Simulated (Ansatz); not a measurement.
```yaml
atoms:
  - { symbol: Ge, position_ang: [1.2222, 0.9065, 0.9874] }
  - { symbol: P, position_ang: [-0.9037, -0.2446, 0.9378] }
  - { symbol: P, position_ang: [0.0532, 0.2425, -1.0224] }
  - { symbol: H, position_ang: [-0.7413, 1.4215, -1.2411] }
  - { symbol: H, position_ang: [-0.4416, -1.6068, 0.9486] }
```

Geometry: PBE0-D3(BJ)/def2-SVPD; the highest occupied orbital lies above zero, a sign that basis and functional describe the outermost electron poorly.

All numbers below come from isolated molecule in a Gaussian basis; Kohn-Sham density functional theory, functional PBE0 (Ansatz).

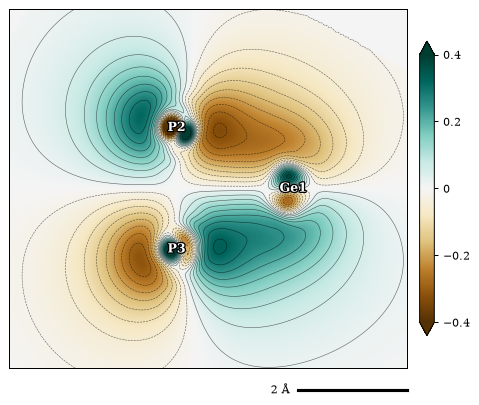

GeH$_{2}$P$_{2}$ (charge −1, doublet). The HOMO (β) on the plane of atoms P2, Ge1 and P3 (values in Å⁻³ᐟ²; the overall sign is arbitrary).

Q: What is the character of this orbital?

A: It lies mainly on Ge1 (about 30 %), P2 (about 30 %) and P3 (about 30 %). Its energy is −1.22 eV.
